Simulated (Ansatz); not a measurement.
**Single-point calculation of NSF₃**

NSF₃, SMILES N#S(F)(F)F, computed with RKS PBE0-D4/def2-TZVPP (Ansatz 0.2.0).

The geometry comes from this level: PBE0-D4/def2-TZVP.

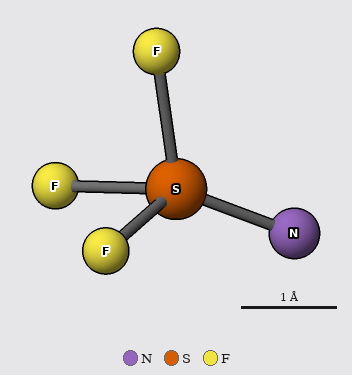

*The structure as given in the input (ball-and-stick view, seen at a tilt).*

Bond lengths as drawn: F–S 1.55 Å and N–S 1.41 Å.

Input file
```yaml
crystal:
  periodic: [false, false, false]
  atoms:
    - {symbol: N, position_ang: [-0.349632, -0.004147, 1.591439]}
    - {symbol: S, position_ang: [-0.047346, -0.000562, 0.215506]}
    - {symbol: F, position_ang: [1.023340, -0.939269, -0.409009]}
    - {symbol: F, position_ang: [-1.108555, -0.317599, -0.875766]}
    - {symbol: F, position_ang: [0.482194, 1.261566, -0.522170]}
basis:
  gaussian: {orbitals: def2-TZVPP}
hamiltonian: {xc: pbe0, dispersion: d4}
output: {orbitals: {seedname: orbitals}}
```

Run as:
```bash
ansatz run in.yaml --threads 4 --pin off --events-out ev --progress --plain --max-ram 10444MiB
```

Log
```
Functional definition: PBE0
  name "PBE0"
  cite "Adamo & Barone, J. Chem. Phys. 110, 6158 (1999) doi:10.1063/1.478522"
  cite "Perdew, Burke & Ernzerhof, Phys. Rev. Lett. 77, 3865 (1996) doi:10.1103/PhysRevLett.77.3865"
  parent pbe
  parameter a = 0.25
  parameter kappa = 0.804
  parameter beta = 0.06672455060314922
  exchange = (1 - a)*pbe_x(kappa = kappa, mu = beta*pi^2/3) + a*exact_x
  correlation = pbe_c(beta = beta)
938 factors; their error is unknown
mean field evaluation 1: about -20454.5207 eV, gradient 7.7e1 eV
mean field evaluation 2: about -20407.4817 eV, gradient 1.6e2 eV
mean field evaluation 4: about -20464.3677 eV, gradient 1.3e1 eV
mean field evaluation 8: about -20464.6373 eV, gradient 1.9e-1 eV
mean field evaluation 16: about -20464.6373 eV, gradient 2.1e-5 eV
mean field -20464.63730861 eV, -752.0615496622 hartree, gradient 2.1e-5 eV, S^2 0.000000; 0 other end points of the search recorded, 0 dependent functions left out
reference -20464.63732411 eV, -752.0615502318 hartree; 25, 25 occupied and 141, 141 virtual orbitals, 938 factors
Total energy: -20464.71796843 eV, -752.0645138557 hartree
```

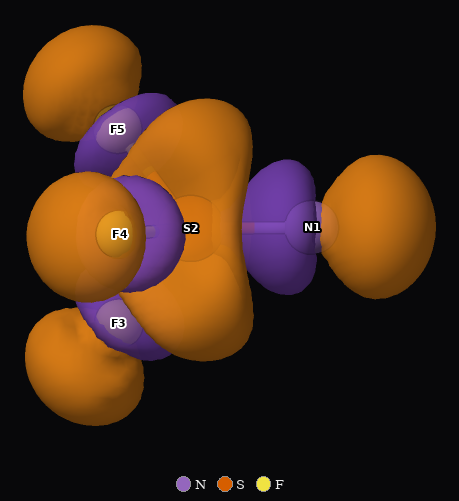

*The LUMO at ±0.08 Å⁻³ᐟ² (orange and purple are the two phases), seen at a tilt.*

Its weight (Hirshfeld) is mainly on S2 (35 %), N1 (20 %), F3 (15 %), F4 (15 %) and F5 (15 %). Its energy is −1.03 eV.

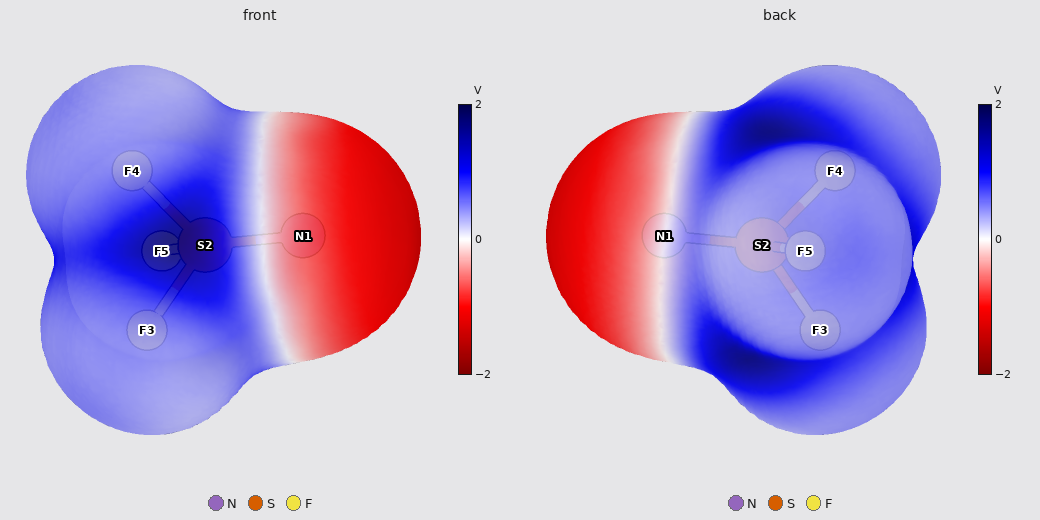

*The molecular electrostatic potential painted on the density surface at 0.002 e/bohr³, seen at a tilt and from behind; red is negative and blue positive.*

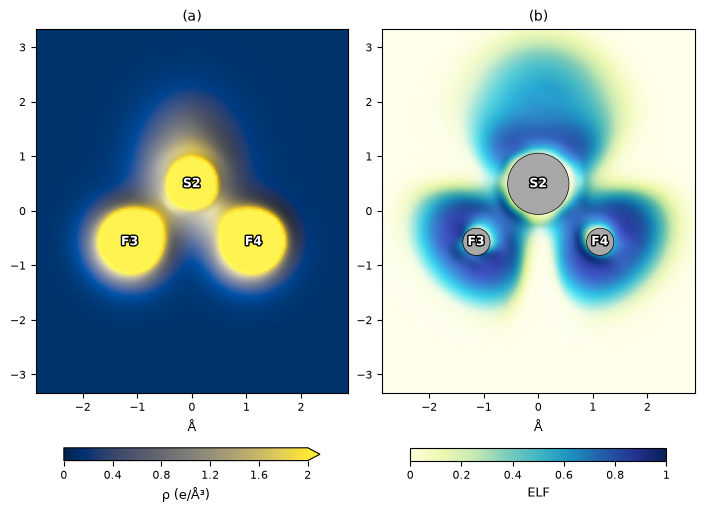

*(a) electron density; (b) ELF on the plane of atoms F3, S2 and F4. Grey discs, where drawn, cover atomic cores.*

Atoms in the plane: S and F. S–F (1.55 Å): ρ at the midpoint is about 1.7 e/Å³; the ELF peaks at about 0.80 between the atoms (a shared but strongly polarised pair).

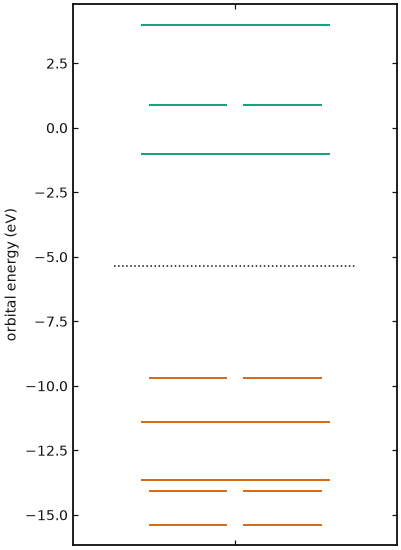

*Orbital energies near the frontier; the dotted line parts filled from empty levels, and levels within 0.02 eV of each other stand side by side.*

Highest filled −9.69 eV, lowest empty −1.03 eV, 8.66 eV apart.

Key numbers

```tsv
quantity	value
outcome	converged
total energy	−20464.7180 eV
mean-field energy	−20464.6373 eV
dispersion energy	−0.0806 eV
SCF solution under orbital rotations	stable
HOMO	−9.69 eV
LUMO	−1.03 eV
hardware	4 threads of Intel Xeon, 163 GiB of memory available, shared host
wall time	0.75 s (CPU time 2.4 s)
peak memory	0.35 GiB
```
